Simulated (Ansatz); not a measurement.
**H₄NO₃Ta: density, localisation and related maps**

Input

```
crystal:
  periodic: [false, false, false]
  atoms:
    - {symbol: N, position_ang: [0.956414, -0.396417, -1.282158]}
    - {symbol: O, position_ang: [0.940887, -0.564228, 1.639653]}
    - {symbol: O, position_ang: [-1.748225, -0.904620, 0.352205]}
    - {symbol: O, position_ang: [-0.363339, 1.895683, 0.520375]}
    - {symbol: Ta, position_ang: [-0.066137, 0.010401, 0.364622]}
    - {symbol: H, position_ang: [0.645137, -0.185705, -2.227139]}
    - {symbol: H, position_ang: [1.867100, -0.844990, -1.310923]}
    - {symbol: H, position_ang: [-2.119135, -1.646232, 0.835868]}
    - {symbol: H, position_ang: [-0.024202, 2.589707, 1.090296]}
basis:
  gaussian: {orbitals: def2-TZVPD}
output: {forces: true, orbitals: {seedname: orbitals}}
hamiltonian: {xc: pbe0}
```

Run with:

```sh
ansatz run input.yaml --threads 2 --pin off --max-ram 5220MiB --events-out events.jsonl --progress --plain --runs-dir runs
```

Geometry: PBE0-D4/def2-SVP; core potentials replace the inner electrons of Ta.

Method: isolated molecule in a Gaussian basis; Kohn-Sham density functional theory, functional PBE0 in Ansatz.

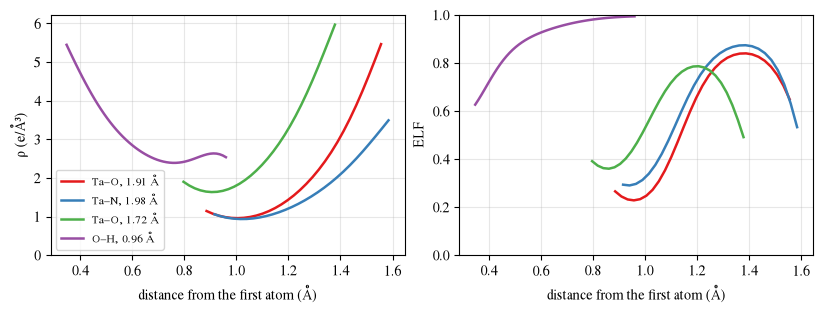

Figure 1. Electron density and ELF along straight lines between neighbouring atoms. The curves leave out the atomic cores.

**Compare the contacts.**

Ta–O (1.91 Å): ρ is about 0.98 e/Å³ halfway; the ELF peaks at about 0.85 in the valence shell of O, 0.5 Å from its nucleus, and drops to about 0.25 between the two atoms.
Ta–N (1.98 Å): ρ at the midpoint is about 0.94 e/Å³; the ELF peaks at about 0.85 in the valence shell of N, 0.6 Å from its nucleus, and is about 0.30 at the midpoint.
Ta–O (1.72 Å): the density is about 1.7 e/Å³ at the midpoint; the ELF peaks at about 0.80 in the valence shell of O, 0.5 Å from its nucleus, and drops to about 0.35 between the two atoms.
O–H (0.96 Å): ρ is about 3.8 e/Å³ halfway; the ELF climbs to about 1 towards the hydrogen, as it does in any bond to H; a covalent bond by its length.

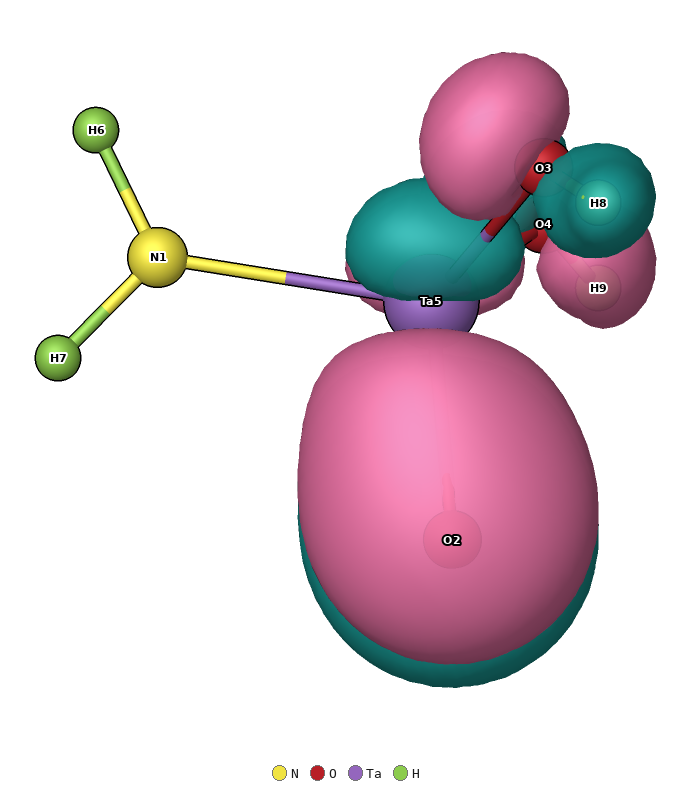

Figure 2. The HOMO−1 at ±0.1 Å⁻³ᐟ² (teal and pink are the two phases), seen from one side.

**What is the character of this orbital?**

Its weight (Hirshfeld) is mainly on O2 (about 70 %) and Ta5 (about 20 %). Its energy is −9.12 eV.
